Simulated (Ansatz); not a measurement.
# C₃H₄F₄O: basis-set convergence

Aim: see how fast density functionals converge with the basis set for C₃H₄F₄O.

Computed with Ansatz 0.2.0, Gaussian basis. Level: one geometry, several basis sets.

The runs, in order: PBE0-D4/def2-SVP; ωB97M-V/def2-SVP; PBE0-D4/def2-QZVPP; ωB97M-V/def2-QZVPP; the functionals' def2-TZVPP values are taken from earlier runs.

### Step 1. Structure used throughout

The geometry comes from an earlier relaxation with PBE0-D4 in a triple-zeta def2 set; it is a stationary point, not always the lowest conformer.

SMILES `FCC(F)OC(F)F`, 12 atoms, charge 0, spin multiplicity 1.

Atoms are counted from 1 here; the program's logs count them from 0.

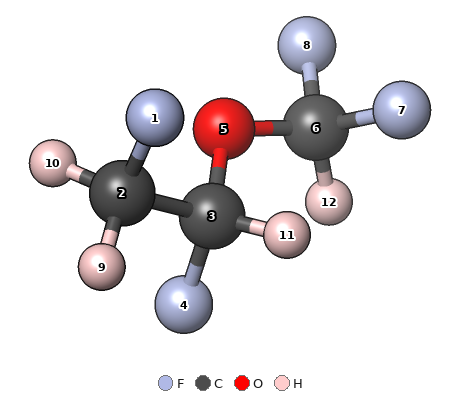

The structure; fluorine light blue, carbon dark grey, oxygen red, hydrogen pink; atoms are numbered from 1 in the order of the file.

### Step 2. PBE0-D4 in def2-SVP

in.yaml reads:

```yaml
crystal:
  periodic: [false, false, false]
  atoms:
    - {symbol: F, position_ang: [-1.949308, -1.141727, 0.879040]}
    - {symbol: C, position_ang: [-0.634990, -1.101206, 1.266284]}
    - {symbol: C, position_ang: [0.051884, 0.059412, 0.589646]}
    - {symbol: F, position_ang: [1.290996, 0.212347, 1.171317]}
    - {symbol: O, position_ang: [0.205677, -0.239435, -0.752441]}
    - {symbol: C, position_ang: [0.560398, 0.812445, -1.555815]}
    - {symbol: F, position_ang: [-0.467412, 1.682272, -1.670941]}
    - {symbol: F, position_ang: [0.809610, 0.304446, -2.760612]}
    - {symbol: H, position_ang: [-0.583711, -0.964190, 2.348929]}
    - {symbol: H, position_ang: [-0.143814, -2.034839, 0.980219]}
    - {symbol: H, position_ang: [-0.497750, 0.995936, 0.729378]}
    - {symbol: H, position_ang: [1.435223, 1.359338, -1.190903]}
basis:
  gaussian: {orbitals: def2-SVP}
hamiltonian: {xc: pbe0, dispersion: d4}
output: {orbitals: {seedname: orbitals}}
```

On the command line:

```bash
$ ansatz run in.yaml --threads 4 --pin off --events-out ev --progress --plain --max-ram 11315MiB
```

The log of the run:

```text
Functional definition: PBE0
  name "PBE0"
  cite "Adamo & Barone, J. Chem. Phys. 110, 6158 (1999) doi:10.1063/1.478522"
  cite "Perdew, Burke & Ernzerhof, Phys. Rev. Lett. 77, 3865 (1996) doi:10.1103/PhysRevLett.77.3865"
  parent pbe
  parameter a = 0.25
  parameter kappa = 0.804
  parameter beta = 0.06672455060314922
  exchange = (1 - a)*pbe_x(kappa = kappa, mu = beta*pi^2/3) + a*exact_x
  correlation = pbe_c(beta = beta)
1441 factors; their error is unknown
mean field evaluation 1: about -16059.0617 eV, gradient 4.4e1 eV
mean field evaluation 2: about -16058.1644 eV, gradient 5.0e1 eV
mean field evaluation 4: about -16062.1404 eV, gradient 1.7e0 eV
mean field evaluation 8: about -16062.1438 eV, gradient 2.7e-2 eV
mean field evaluation 16: about -16062.1527 eV, gradient 7.5e-5 eV
mean field -16062.15273450 eV, -590.2732256747 hartree, gradient 7.5e-5 eV, S^2 0.000000; 0 other end points of the search recorded, 0 dependent functions left out
reference -16062.15275396 eV, -590.2732263898 hartree; 33, 33 occupied and 99, 99 virtual orbitals, 1441 factors
Total energy: -16062.33150239 eV, -590.2797952734 hartree
```

Wall time 1.9 s (4 threads of Arm Neoverse V1, shared host).

### Step 3. ωB97M-V in def2-SVP

Changes to in.yaml since step 2:

```diff
@@ -17,3 +17,3 @@
   gaussian: {orbitals: def2-SVP}
-hamiltonian: {xc: pbe0, dispersion: d4}
+hamiltonian: {xc: {name: wB97M-V}}
 output: {orbitals: {seedname: orbitals}}
```

Same command.

The log of the run, shortened:

```text
Functional definition: wB97M-V
  name "wB97M-V"
  cite "Mardirossian & Head-Gordon, J. Chem. Phys. 144, 214110 (2016) doi:10.1063/1.4952647"
  cite "Becke, J. Chem. Phys. 107, 8554 (1997) doi:10.1063/1.475007"
  cite "Vydrov & Van Voorhis, J. Chem. Phys. 133, 244103 (2010) doi:10.1063/1.3521275"
  # Of w^i u^j: cxij and so on, Table III.
[...]
  gx(w, u) = 1 - cx + cx01*u + cx10*w
  gss(w, u) = css00 + css04*u^4 + css10*w + css20*w^2 + css43*w^4*u^3
  gos(w, u) = cos00 + cos10*w + (cos20 + cos21*u)*w^2 + (cos60 + cos61*u)*w^6
[...]
      + integral(e_c_pw_mod_opposite_spin*gos(b97_w_opposite, b97_u_opposite)) + vv10(b, c)
1441 factors; their error is unknown
280 factors; integrals over basis functions are off by at most 5.2e-6 eV
[...]
mean field -16073.51176658 eV, -590.6906624043 hartree, gradient 4.0e-5 eV, S^2 0.000000; 0 other end points of the search recorded, 0 dependent functions left out
reference -16073.51179890 eV, -590.6906635918 hartree; 33, 33 occupied and 99, 99 virtual orbitals, 1441 factors
Total energy: -16073.51179890 eV, -590.6906635918 hartree
```

It took 7.5 s on 4 threads of Arm Neoverse V1, shared host.

### Step 4. PBE0-D4 in def2-QZVPP

Changes to in.yaml since step 3:

```diff
@@ -16,4 +16,4 @@
 basis:
-  gaussian: {orbitals: def2-SVP}
-hamiltonian: {xc: {name: wB97M-V}}
+  gaussian: {orbitals: "def2-QZVPP.json"}
+hamiltonian: {xc: pbe0, dispersion: d4}
 output: {orbitals: {seedname: orbitals}}
```

The command is unchanged.

The log of the run:

```text
Functional definition: PBE0
  name "PBE0"
  cite "Adamo & Barone, J. Chem. Phys. 110, 6158 (1999) doi:10.1063/1.478522"
  cite "Perdew, Burke & Ernzerhof, Phys. Rev. Lett. 77, 3865 (1996) doi:10.1103/PhysRevLett.77.3865"
  parent pbe
  parameter a = 0.25
  parameter kappa = 0.804
  parameter beta = 0.06672455060314922
  exchange = (1 - a)*pbe_x(kappa = kappa, mu = beta*pi^2/3) + a*exact_x
  correlation = pbe_c(beta = beta)
1691 factors; their error is unknown
mean field evaluation 1: about -16077.9898 eV, gradient 5.3e1 eV
mean field evaluation 2: about -16076.6527 eV, gradient 6.1e1 eV
mean field evaluation 4: about -16082.2299 eV, gradient 2.8e0 eV
mean field evaluation 8: about -16082.2407 eV, gradient 4.3e-2 eV
mean field evaluation 16: about -16082.2413 eV, gradient 1.4e-4 eV
mean field -16082.24126204 eV, -591.0114654452 hartree, gradient 1.7e-5 eV, S^2 0.000000; 0 other end points of the search recorded, 0 dependent functions left out
reference -16082.24129512 eV, -591.0114666609 hartree; 33, 33 occupied and 543, 543 virtual orbitals, 1691 factors
Total energy: -16082.42004355 eV, -591.0180355445 hartree
```

It took 17 s on 4 threads of Arm Neoverse V1, shared host; peak memory 2.5 GiB.

### Step 5. ωB97M-V in def2-QZVPP

Changes to in.yaml since step 4:

```diff
@@ -17,3 +17,3 @@
   gaussian: {orbitals: "def2-QZVPP.json"}
-hamiltonian: {xc: pbe0, dispersion: d4}
+hamiltonian: {xc: {name: wB97M-V}}
 output: {orbitals: {seedname: orbitals}}
```

Same command.

The log of the run, shortened:

```text
Functional definition: wB97M-V
  name "wB97M-V"
  cite "Mardirossian & Head-Gordon, J. Chem. Phys. 144, 214110 (2016) doi:10.1063/1.4952647"
  cite "Becke, J. Chem. Phys. 107, 8554 (1997) doi:10.1063/1.475007"
  cite "Vydrov & Van Voorhis, J. Chem. Phys. 133, 244103 (2010) doi:10.1063/1.3521275"
  # Of w^i u^j: cxij and so on, Table III.
[...]
  gx(w, u) = 1 - cx + cx01*u + cx10*w
  gss(w, u) = css00 + css04*u^4 + css10*w + css20*w^2 + css43*w^4*u^3
  gos(w, u) = cos00 + cos10*w + (cos20 + cos21*u)*w^2 + (cos60 + cos61*u)*w^6
[...]
      + integral(e_c_pw_mod_opposite_spin*gos(b97_w_opposite, b97_u_opposite)) + vv10(b, c)
1691 factors; their error is unknown
368 factors; integrals over basis functions are off by at most 5.4e-6 eV
[...]
mean field -16094.02364125 eV, -591.4444598948 hartree, gradient 3.8e-5 eV, S^2 0.000000; 0 other end points of the search recorded, 0 dependent functions left out
reference -16094.02369405 eV, -591.4444618353 hartree; 33, 33 occupied and 543, 543 virtual orbitals, 1691 factors
Total energy: -16094.02369405 eV, -591.4444618353 hartree
```

Wall time 34 s (4 threads of Arm Neoverse V1, shared host); peak memory 2.9 GiB.

### Step 6. Density functionals: the series

The def2-TZVPP values come from earlier runs at the same geometry.

```
functional       basis  functions  energy (eV)  from the largest (eV)  HOMO (eV)  LUMO (eV)
   PBE0-D4    def2-SVP        132  -16062.3315                 20.089      -9.72       1.69
   PBE0-D4  def2-TZVPP        304  -16081.5933                  0.827      -9.88       1.08
   PBE0-D4  def2-QZVPP        576  -16082.4200                  0.000      -9.93       0.70
   ωB97M-V    def2-SVP        132  -16073.5118                 20.512     -12.13       3.69
   ωB97M-V  def2-TZVPP        304  -16093.2361                  0.788     -12.31       2.89
   ωB97M-V  def2-QZVPP        576  -16094.0237                  0.000     -12.36       2.05
```

### Step 7. What came out

| quantity | value |
| --- | --- |
| PBE0-D4: double and triple zeta above quadruple | 20.09, 0.83 eV |
| ωB97M-V: double and triple zeta above quadruple | 20.51, 0.79 eV |

**Reading.** For PBE0-D4 the step from double to triple zeta gains 19.26 eV and the next only 0.83 eV. These are total energies; as a rule much of such shifts cancels in differences, which this series doesn't test. The LUMO of ωB97M-V is positive and keeps falling with the basis (3.69 to 2.05 eV): an unbound level that the basis holds in place.

For PBE0-D4 the largest set took about 9 times as long as the smallest (17 s against 1.9 s).
